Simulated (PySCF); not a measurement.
# CH7AlFN: the cost of one run

Computed with PySCF 2.14.0, with density-fitted response routines of our own, on a single molecule in the gas phase. Atoms count from 0, in the outputs and in this text.

## Step 1: The molecule as given

11 atoms, charge 0, multiplicity 1; geometry from: GFN2-xTB. The atoms were then displaced at random by about 0.01 Å, so the start is not that level's minimum.

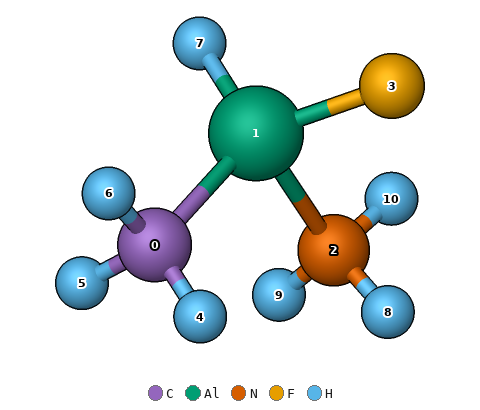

The starting geometry (carbon purple, aluminium teal, nitrogen orange, fluorine amber, hydrogen blue), atoms numbered; sticks join atoms by distance.

## Step 2: Relaxing the molecule at PBE0-D3(BJ)/def2-SVP

The job: settings as JSON, then the geometry in Å.

```
{"job": {"xc": "PBE0", "basis": "def2-SVP", "d3": "d3bj", "grid": 1, "shake": 0.01, "kind": "geom"}, "charge": 0, "multiplicity": 1}
C     -1.591710    -0.519180    -0.018190
Al    -0.177900     0.875270    -0.172260
N      1.549700    -0.248420     0.093730
F      0.240430     1.890820     1.098200
H     -1.639900    -1.060600     0.908390
H     -1.559740    -1.231810    -0.825580
H     -2.594000    -0.041120    -0.116650
H      0.182540     1.515780    -1.539520
H      1.559110    -0.658470     1.049140
H      1.748370    -0.973660    -0.573040
H      2.321190     0.425560     0.080120
```

Started as:

```console
OMP_NUM_THREADS=1 python probes_run.py task.json out
```

One launch serves the whole session: the jobs run in the order shown.

Q: Estimate the wall time and peak memory of this first job on 1 thread of Arm Neoverse N1, shared host.

About 31 s, with a peak of 0.39 GiB.
